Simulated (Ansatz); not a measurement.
# Liquid mixture of diethyl ether and H2O: a series in temperature

How do cells made at different temperatures differ in energy, pressure, forces, levels, charges and cost?

Computed with Ansatz 0.2.0: Kohn-Sham DFT, LDA, PAW (set soft_2). Every run is a single point, with the atoms held where the recipe put them (cutoff of the plane-wave runs 420 eV, gaussian smearing of 0.05 eV).

First member: 9 diethyl ether, 28 H2O placed at random, at 0.837 g/cm³; overlaps pushed apart, then 10 ps at 450 K with MMFF94 bonds, angles, torsions, charges and radii (Halgren, J. Comput. Chem. 17, 490 (1996)) in harmonic and 12-6 forms; SPC/E water (Berendsen, Grigera and Straatsma, J. Phys. Chem. 91, 6269 (1987)). Snapshot after 20 ps at 260 K and fixed volume.

Last member: 9 diethyl ether, 28 H2O placed at random, at 0.72 g/cm³; overlaps pushed apart, then 10 ps at 490 K with MMFF94 bonds, angles, torsions, charges and radii (Halgren, J. Comput. Chem. 17, 490 (1996)) in harmonic and 12-6 forms; SPC/E water (Berendsen, Grigera and Straatsma, J. Phys. Chem. 91, 6269 (1987)). Snapshot after 20 ps at 440 K and fixed volume.

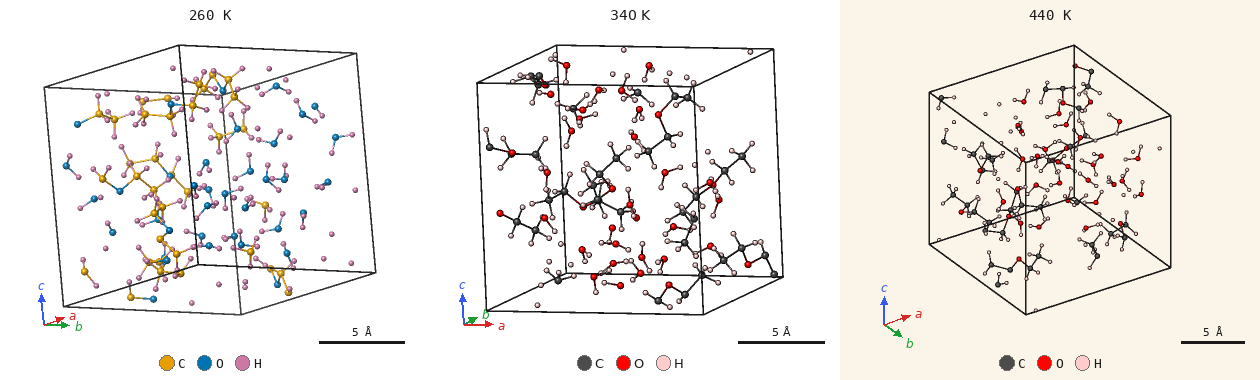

Three members of the series, labelled by temperature. Bonds to atoms that aren't drawn are left out. Some periodic images of atoms are drawn too.

The members:

```tsv
temperature (K)	reduced formula	atoms	valence electrons	k-mesh	basis	density (g/cm³)
260	H146C36O37	219	512	1×1×1	plane waves	0.837
300	H146C36O37	219	512	1×1×1	plane waves	0.811
340	H146C36O37	219	512	1×1×1	plane waves	0.785
380	H146C36O37	219	512	1×1×1	plane waves	0.759
440	H146C36O37	219	512	1×1×1	plane waves	0.72
```

Each cell is one sample from a classical run, so sample-to-sample scatter enters every column; pressures lack the kinetic term, and hold the strain of bonds inside molecules, whose lengths the classical model set.

The input of the first member, without its atom lines; other members have their own cell and atoms, and may differ in mesh, basis and outputs:

```yaml
crystal:
  lattice:
    - [13.24622, 0.0, 0.0]
    - [0.0, 13.24622, 0.0]
    - [0.0, 0.0, 13.24622]
  atoms:
    [... 219 lines ...]
kpoints:
  mp_grid: { grid: [1, 1, 1] }
hamiltonian:
  xc: lda
scf:
  occupations: { method: gaussian, width: 0.05 }
output:
  forces: true
  stress: true
  populations: true
  dos:
    method: { smearing: { sigma: 0.15 } }
    de: 0.1
    projected: { site_lists: { C: [C], H: [H], O: [O] } }
  eigenvalues: true
  write_density: true
  write_potential: true
  volumetric_format: npy
```

Q: What do these runs give, and what do they cost?

Results; charges are mean Löwdin charges in e:

```tsv
temperature (K)	energy less the first member's (meV/atom)	pressure (GPa)	r.m.s. force (eV/Å)	gap (eV)	q(C)	q(O)	q(H)
260	0.0	-1.22	0.703	4.04	-0.28	-0.61	+0.27
300	14.0	-0.924	0.825	3.76	-0.29	-0.62	+0.27
340	27.4	-0.466	0.844	3.51	-0.29	-0.61	+0.27
380	32.2	-0.996	0.832	3.83	-0.28	-0.62	+0.27
440	48.9	-1.13	0.846	3.39	-0.28	-0.62	+0.27
```

The gap is that between the highest filled and lowest empty Kohn-Sham level on the run's k-points, and local or semilocal functionals tend to put gaps under measured ones. The projection misses up to 0.029 e an atom, so the charges add up to more than the cell's charge.

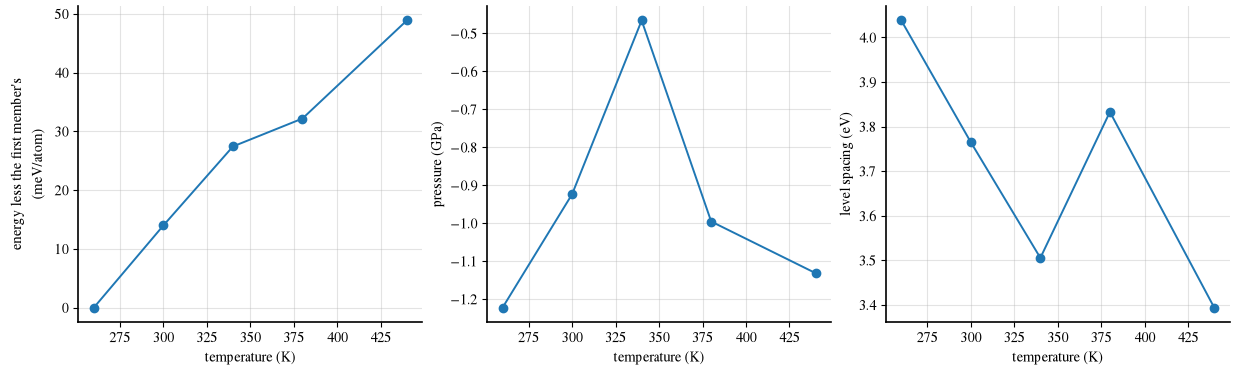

Results against temperature.

Cost on 8 threads of AMD EPYC 7R43, shared host:

```tsv
temperature (K)	atoms	basis	k-mesh	SCF cycles	time	host memory (GiB)
260	219	plane waves	1×1×1	10	46 s	3.0
300	219	plane waves	1×1×1	10	57 s	3.1
340	219	plane waves	1×1×1	10	52 s	3.2
380	219	plane waves	1×1×1	10	54 s	3.3
440	219	plane waves	1×1×1	10	54 s	3.4
```

Times include the outputs that each run asked for, on hosts shared with other jobs.

The energy against the first member goes steadily from 0.0 meV/atom at 260 to 48.9 meV/atom at 440 K; each member is a single configuration. The gap is lowest at 440 K (3.39 eV) and highest at 260 K (4.04 eV); in single samples it varies with the configuration. The density spans 0.72 to 0.837 g/cm³, so the columns mix its effect with that of the temperature. The pressure is lowest at 260 K (-1.2 GPa) and highest at 340 K (-0.47 GPa), with no steady trend; the recipes set unlike densities, and the bond lengths of the classical model enter the pressure too.

Caveats: The network of contacts between molecules at the start is that of the classical potential that made the cell, and needn't be the one that DFT or experiment would give. The cells aren't relaxed by DFT, which could reorder their energies. LDA overbinds hydrogen-bonded molecules, which bears on pressures and forces.

[Logs are printed without paths, hosts, clocks, repeated set-up lines and the standing remarks that a program may print on its own settings, such as how far it seeks lower states.]

[Hosts, paths, dates, database ids (printed as entryN), source tags and the programs' standing remarks are cut or masked in the printed files.]

[The MMFF94 radii named for the starting cell were scaled by 0.96; in molecules described by MMFF94, hydrogen bound to N, O or S took a small fixed 12-6 site in their place.]
